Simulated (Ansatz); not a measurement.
ClH3Si···H2O

Input

```
crystal:
  periodic: [false, false, false]
  atoms:
    - {symbol: Si, position_ang: [-0.580600, -0.057401, -1.102459]}
    - {symbol: O, position_ang: [0.705735, -0.428151, 1.773552]}
    - {symbol: H, position_ang: [-0.124699, -1.443962, -0.883238]}
    - {symbol: H, position_ang: [-1.182027, 0.081186, -2.450701]}
    - {symbol: H, position_ang: [-1.544311, 0.390533, -0.075565]}
    - {symbol: H, position_ang: [1.360499, 0.138792, 1.355586]}
    - {symbol: Cl, position_ang: [1.059307, 1.205169, -1.074889]}
    - {symbol: H, position_ang: [0.306195, 0.113835, 2.457713]}
basis:
  gaussian: {orbitals: def2-TZVPP}
hamiltonian: {xc: pbe0, dispersion: d4}
output: {orbitals: {seedname: orbitals}}
```

Run with:

```sh
ansatz run in.yaml --threads 2 --pin off --events-out ev --progress --plain --max-ram 4352MiB
```

The product side of a reaction path; geometry: PBE0-D4/def2-TZVP.

These are results of RKS PBE0-D4/def2-TZVPP (Ansatz 0.2.0), not measurements.

What can the converged electron density and electron localisation function tell about the bonding?

Si1···O2 (3.17 Å): the density falls to about 0.06 e/Å³ on the way; the ELF dips to about 0 between them.
Si–Cl (2.07 Å): the density is about 0.88 e/Å³ at the midpoint; the ELF peaks at about 0.85 between the atoms: a polar covalent bond.
O–H (0.96 Å): ρ at the midpoint is about 3.8 e/Å³; the ELF climbs to about 1 towards the hydrogen, as it does in any bond to H; an ordinary covalent bond to hydrogen.
Si–H (1.48 Å): ρ at the midpoint is about 0.83 e/Å³; the ELF climbs to about 1 towards the hydrogen.

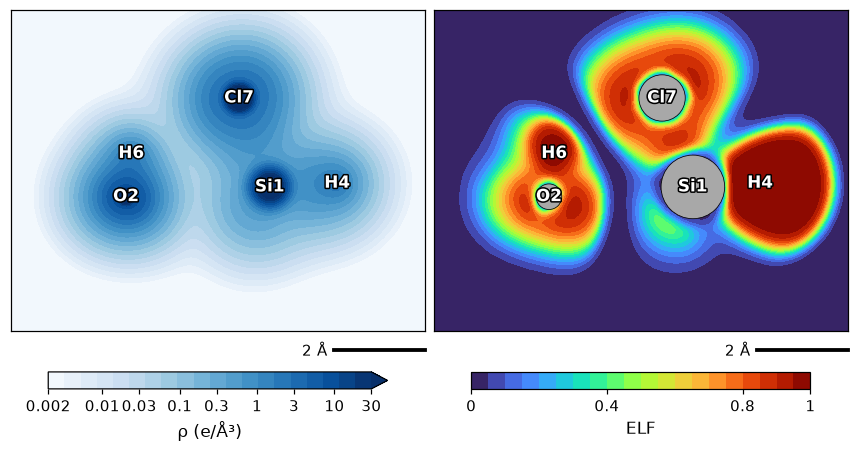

Computed electron density and electron localisation function on the plane of atoms H4, Si1 and Cl7, in this order. Grey discs cover the atomic cores in the ELF map. 
